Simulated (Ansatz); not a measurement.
# CH4BN (SMILES [BH3-][N+]#C) at HF/3-21G

Aim: the vertical singlet–triplet gap of CH4BN at HF/3-21G, from 2 runs. 

The results are computed with Ansatz 0.2.0.

15 further runs of the same task are left out: 15 set aside as unsound or not needed.

### 1 The molecule

The species is CH4BN (7 atoms), meant as a singlet with charge 0. SMILES: `[BH3-][N+]#C`. The shape is that of a GFN2-xTB optimisation.

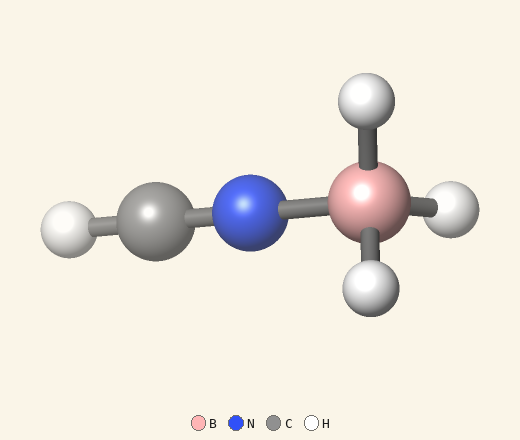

Viewed from a chosen angle; boron pink, nitrogen blue, carbon grey, hydrogen white.

### 2 The energy at HF/3-21G

The input, run.yaml:

```yaml
crystal:
  periodic: [false, false, false]
  atoms:
    - {symbol: B, position_ang: [-0.679270, 0.619350, -0.271430]}
    - {symbol: "N", position_ang: [0.343100, -0.317340, 0.137940]}
    - {symbol: C, position_ang: [1.158210, -1.058740, 0.463380]}
    - {symbol: H, position_ang: [-1.600190, -0.041380, -0.638300]}
    - {symbol: H, position_ang: [-0.196850, 1.266380, -1.147890]}
    - {symbol: H, position_ang: [-0.931780, 1.266950, 0.696120]}
    - {symbol: H, position_ang: [1.906790, -1.735220, 0.760180]}
basis:
  gaussian: {orbitals: 3-21G.json}
total_charge: 0
hamiltonian: {xc: hf}
accuracy: high
output: {orbitals: {seedname: orbitals}}
```

The basis set 3-21G is read from a file made from the Basis Set Exchange's data (not shown).

Run with:

```console
ansatz run run.yaml --threads 1 --pin off --max-ram 2610MiB --events-out events.jsonl --progress --plain --runs-dir runs
```

The log of the run:

```text
Warning: RAYON_NUM_THREADS=1 ignored (pool sized by the plan → 1); use --threads N
Functional definition: HF
  name "HF"
  exchange = exact_x
  correlation = 0
817 factors; integrals over basis functions are off by at most 5.0e-9 eV
mean field evaluation 1: about -3225.0545 eV, gradient 2.7e1 eV
mean field evaluation 2: about -3225.0526 eV, gradient 2.7e1 eV
mean field evaluation 4: about -3227.1939 eV, gradient 3.1e0 eV
mean field evaluation 8: about -3227.2293 eV, gradient 1.5e-4 eV
mean field -3227.22927354 eV, -118.5984883081 hartree, gradient 2.9e-8 eV, S^2 0.000000; 0 other end points of the search recorded, 0 dependent functions left out
reference -3227.22927354 eV, -118.5984883081 hartree; 11, 11 occupied and 24, 24 virtual orbitals, 817 factors
Total energy: -3227.22927354 eV, -118.5984883081 hartree
```

Run time: 0.18 s. Hardware: 1 thread of Intel Xeon 6975P-C (Granite Rapids), shared host.

### 3 The triplet at the same level

The input, input.yaml:

```yaml
crystal:
  periodic: [false, false, false]
  atoms:
    - {symbol: B, position_ang: [-0.679270, 0.619350, -0.271430]}
    - {symbol: N, position_ang: [0.343100, -0.317340, 0.137940]}
    - {symbol: C, position_ang: [1.158210, -1.058740, 0.463380]}
    - {symbol: H, position_ang: [-1.600190, -0.041380, -0.638300]}
    - {symbol: H, position_ang: [-0.196850, 1.266380, -1.147890]}
    - {symbol: H, position_ang: [-0.931780, 1.266950, 0.696120]}
    - {symbol: H, position_ang: [1.906790, -1.735220, 0.760180]}
basis:
  gaussian: {orbitals: 3-21G.json}
output: {orbitals: {seedname: orbitals}}
hamiltonian: {xc: hf}
accuracy: high
magnetization: {spin_polarized: true, initial_magnetization: 2}
```

The basis set 3-21G is read from a file made from the Basis Set Exchange's data (not shown).

Run with:

```console
ansatz run input.yaml --threads 1 --pin off --max-ram 2610MiB --events-out events.jsonl --progress --plain --runs-dir runs
```

The log of the run:

```text
Warning: RAYON_NUM_THREADS=1 ignored (pool sized by the plan → 1); use --threads N
[... 4 set-up lines as earlier in the session ...]
816 factors; integrals over basis functions are off by at most 5.0e-9 eV
mean field evaluation 1: about -3219.6048 eV, gradient 1.5e1 eV
mean field evaluation 2: about -3219.9475 eV, gradient 1.5e1 eV
mean field evaluation 4: about -3221.3385 eV, gradient 2.6e0 eV
mean field evaluation 8: about -3221.4245 eV, gradient 4.2e-1 eV
mean field evaluation 16: about -3221.9679 eV, gradient 1.8e-1 eV
mean field evaluation 32: about -3221.9729 eV, gradient 2.0e-8 eV
mean field evaluation 64: about -3221.9723 eV, gradient 2.4e-2 eV
mean field evaluation 96: about -3221.9684 eV, gradient 3.4e-3 eV
mean field evaluation 128: about -3221.9047 eV, gradient 7.1e-1 eV
mean field evaluation 160: about -3221.5341 eV, gradient 1.2e0 eV
mean field evaluation 192: about -3220.5590 eV, gradient 9.8e0 eV
mean field evaluation 224: about -3221.9683 eV, gradient 3.3e-3 eV
mean field evaluation 256: about -3221.3109 eV, gradient 6.4e-1 eV
mean field evaluation 288: about -3221.9320 eV, gradient 5.1e-1 eV
mean field evaluation 320: about -3221.9713 eV, gradient 5.2e-2 eV
mean field evaluation 352: about -3221.9716 eV, gradient 1.8e-3 eV
mean field evaluation 384: about -3221.4174 eV, gradient 4.5e-1 eV
mean field -3221.97294968 eV, -118.4053219691 hartree, gradient 2.0e-8 eV, S^2 2.030846; 4 other end points of the search recorded, 0 dependent functions left out
reference -3221.97294968 eV, -118.4053219691 hartree; 12, 10 occupied and 23, 25 virtual orbitals, 816 factors
Total energy: -3221.97294968 eV, -118.4053219691 hartree
```

It took 1.2 s on 1 thread of Intel Xeon 6975P-C (Granite Rapids), shared host.

### 4 Summary of results

Level: HF/3-21G.

```
                                        quantity          value
                           singlet: total energy  -118.59849 Eh
                            singlet: HOMO energy      -10.92 eV
                            singlet: LUMO energy        3.39 eV
                          singlet: HOMO–LUMO gap       14.31 eV
                           triplet: total energy  -118.40532 Eh
     triplet: HOMO energy (highest over α and β)       -7.68 eV
      triplet: LUMO energy (lowest over α and β)       -2.04 eV
                                   triplet: ⟨S²⟩          2.031
vertical energy of the triplet above the singlet       5.256 eV
```

What this shows: At this shape the triplet lies 5.26 eV (507 kJ/mol) above the singlet.
